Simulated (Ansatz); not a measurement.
# GeH₃ (doublet): from Hartree-Fock to the top rungs at a displaced geometry (v2), cc-pVDZ

How much of the correlation energy of GeH₃ (doublet) does each wave-function method recover here?

Program: Ansatz 0.2.0, Gaussian basis. Level of theory: cc-pVDZ, core rule «outside noble gas», up to 14 orbitals frozen. These are calculated values, not measurements.

To be run: UHF; CCSD(T) on ROHF; CCSD(T) on UHF; BCCD(T) on ROHF; CISD; CCSDT(Q) on ROHF; CCSDT(Q) on UHF; CASSCF and MRCISD+Q, 7 electrons in 7 orbitals; CASSCF and NEVPT2, 7 electrons in 7 orbitals.

23 further runs of the same task are left out: 2 for a known fault of the program, 10 that didn't finish, 11 set aside as unsound or not needed.

## (1) The geometry

The geometry is a PBE0/def2-TZVP stationary point (not a proven minimum) with its atoms shifted at random (size 0.100 Å). No spin-orbit coupling is included. The filled d shell of Ge may be among the frozen orbitals whatever the setting's name suggests; the logs give the count.

4 atoms, charge 0, spin multiplicity 2.

Atoms are counted from 1 here; the program's logs count them from 0.

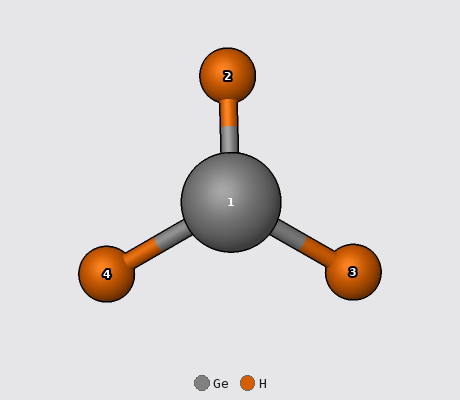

The structure; germanium grey, hydrogen orange; atoms are numbered from 1 in the order of the file.

## (2) UHF

The input, in.yaml:

```yaml
crystal:
  periodic: [false, false, false]
  atoms:
    - {symbol: Ge, position_ang: [0.003474, 0.001263, -0.019218]}
    - {symbol: H, position_ang: [1.303572, 0.026528, 0.463679]}
    - {symbol: H, position_ang: [-0.833098, 1.238309, 0.451329]}
    - {symbol: H, position_ang: [-0.720855, -1.355833, 0.469977]}
basis:
  gaussian: {orbitals: cc-pVDZ}
magnetization: {spin_polarized: true, initial_magnetization: 1}
hamiltonian: {xc: hf}
output: {orbitals: {seedname: orbitals}}
```

Command:

```
$ ansatz run in.yaml --threads 1 --pin off --events-out ev --progress --plain --max-ram 2393MiB
```

After this run come: CCSD(T) on ROHF; CCSD(T) on UHF; BCCD(T) on ROHF; CISD; CCSDT(Q) on ROHF; CCSDT(Q) on UHF; CASSCF and MRCISD+Q, 7 electrons in 7 orbitals; CASSCF and NEVPT2, 7 electrons in 7 orbitals.

Q: Predict the results of all the runs planned. Wanted: UCCSDT(Q) below the RHF energy; RMP2 from UCCSDT(Q); UMP2 from UCCSDT(Q); RCCSD from UCCSDT(Q); RCCSD(T) from UCCSDT(Q); UCCSD(T) from UCCSDT(Q); RCCSDT(Q) from UCCSDT(Q); NEVPT2 valence from UCCSDT(Q); MRCISD+Q valence from UCCSDT(Q).

The runs gave:

```
                         quantity                                                                     value
   UCCSDT(Q) below the RHF energy                                                                -3.2774 eV
              RMP2 from UCCSDT(Q)                                                              +74.6 kJ/mol
              UMP2 from UCCSDT(Q)                                                              +73.8 kJ/mol
             RCCSD from UCCSDT(Q)                                                               +7.4 kJ/mol
          RCCSD(T) from UCCSDT(Q)                                                               +2.0 kJ/mol
          UCCSD(T) from UCCSDT(Q)                                                               +1.6 kJ/mol
         RCCSDT(Q) from UCCSDT(Q)                                                               +0.4 kJ/mol
    NEVPT2 valence from UCCSDT(Q)                                                              +60.1 kJ/mol
  MRCISD+Q valence from UCCSDT(Q)                                                               +0.2 kJ/mol
levels within 1 kcal/mol (43 meV)  RCCSD(T), UCCSD(T), BCCD(T), RCCSDT, UCCSDT, RCCSDT(Q), MRCISD+Q valence
                    T1 diagnostic                                                                     0.015
   effectively unpaired electrons                                                                      1.01
```

**Reading.** RCCSD(T) lands +2.0 kJ/mol from the yardstick (0.6 % of the correlation energy). One determinant dominates. Of the multireference levels listed MRCISD+Q valence comes nearest in total energy (+0.2 kJ/mol), which doesn't show that its space is the better one. These misses are within one basis, not against nature; the frozen cores of restricted and unrestricted runs differ, which can shift their rows.
